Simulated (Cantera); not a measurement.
A closed system holds: 1 mol HgO, 0.066 mol H₂, equilibrated at 0.0100 bar.

Method: chemical equilibrium by Gibbs-energy minimisation in Cantera with the NASA 1993 tables (ideal gas, pure condensed phases). Candidate condensed phases: H₂O, Hg, HgO; 10 gas species. The numbers say what is thermodynamically allowed, not how fast it happens.

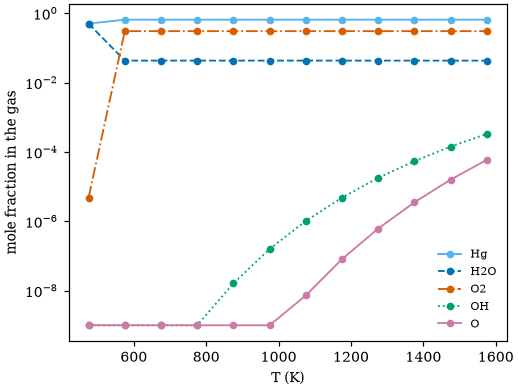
Figure. Equilibrium gas composition (values under 1e-9 drawn at 1e-9)

**Question.** Read off the mole fractions at 775 K.

**Answer.** Hg about 0.65, O₂ about 0.30, H₂O about 0.043.
